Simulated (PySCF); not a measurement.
Molecule: SMILES C[Si](C)([Si](C)C)C (C5H15Si2), doublet. Atoms near the plane z = 1.2 Å, at the GFN2-xTB optimised geometry (x, y, z in Å): C1 (2.3, 0.5, 0.0), Si2 (0.4, 0.5, 0.0), C3 (-0.1, 2.4, 0.0), H8 (2.7, -0.5, 0.0), H10 (2.7, 1.0, 0.9), H12 (-1.2, 2.5, 0.0), H13 (0.3, 2.9, 0.9).

Computed with PySCF with unrestricted PBE0/def2-SVP. The values are rescaled to run from 0 to 1.

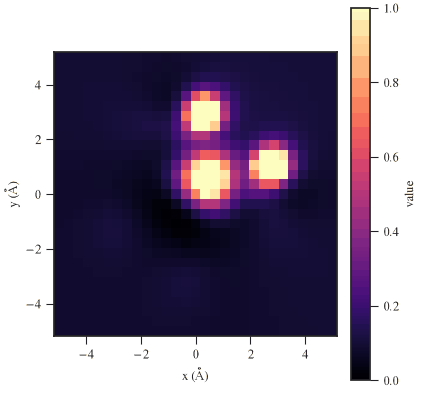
a field on the plane z = 1.2 Å.

Problem. Which quantity is mapped?
(A) spin density
(B) deformation density (molecule minus spherical neutral atoms)
(C) electrostatic potential
(D) log10 of the electron density

Solution. C, electrostatic potential. In full: electrostatic potential (hartree/e), clipped to [-0.08, 0.12].
